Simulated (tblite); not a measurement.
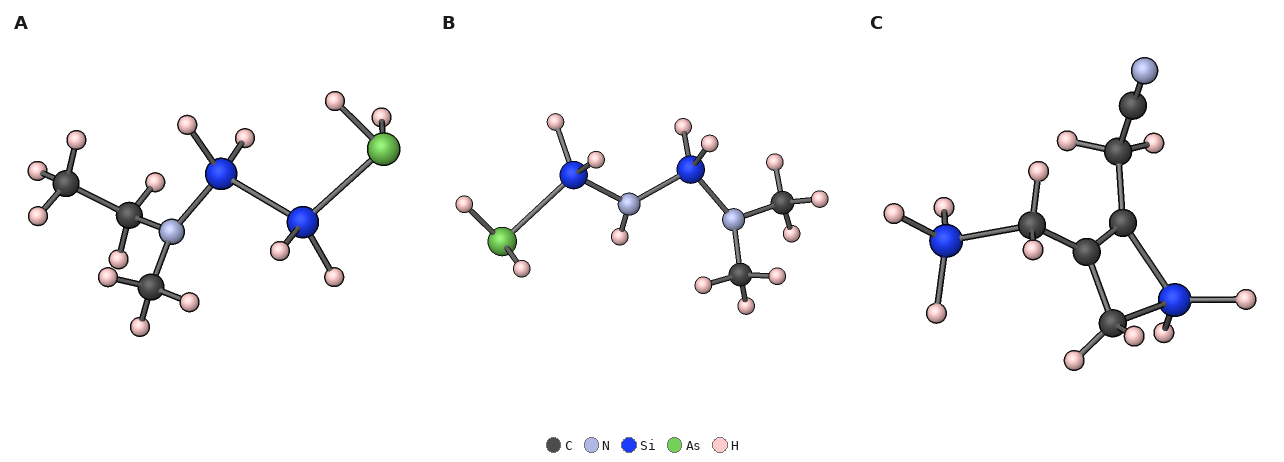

Simulated data, not a measurement (program: tblite).

### Which panel belongs to which SMILES?
(1) N#CCC1=C(C[SiH3])C[SiH2]1
(2) CN(C)[SiH2]N[SiH2][AsH2]
(3) CCN(C)[SiH2][SiH2][AsH2]

A is (3), B is (2), C is (1).
